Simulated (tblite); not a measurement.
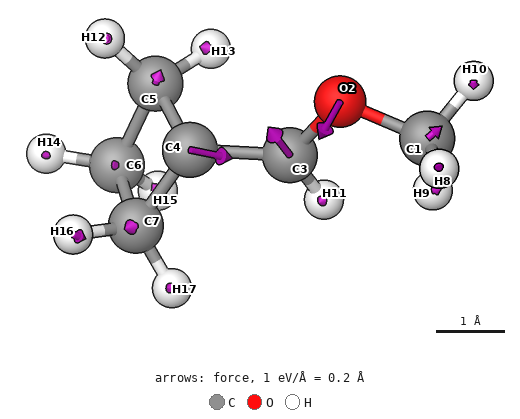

Starting geometry of C6H10O (charge +1, multiplicity 2) with the computed forces as purple arrows. The picture is a ball-and-stick view, seen at a tilt.

These are results of GFN2-xTB geometry optimisation, gas phase in tblite 0.8.0, not measurements. 

Q: Is this structure relaxed? If not, where do the atoms go?

A: It isn't relaxed: the largest force vector, on C4, is 4.04 eV/Å. The final displacements have little in common with the starting forces (cosine between the two patterns 0.24). The atom that moves furthest after the best rigid fit is H11 (1.43 Å). Largest moves by element: H 1.43 Å, C 0.76 Å, O 0.55 Å. Among the contacts that change: C3–C4 1.485 → 1.377 Å, O2–C3 1.356 → 1.303 Å, C4–C5 1.519 → 1.477 Å, C7–H16 1.133 → 1.093 Å. Among the angles between lasting bonds that change: C3–C4–C5 109.1° → 133.7°, C3–C4–C7 118.3° → 132.9°, C1–O2–C3 107.7° → 120.2°. Groups turn about C1–O2 by about 45°, O2–C3 by about 20°. The energy falls by 205.4 kJ/mol in 98 geometry steps.
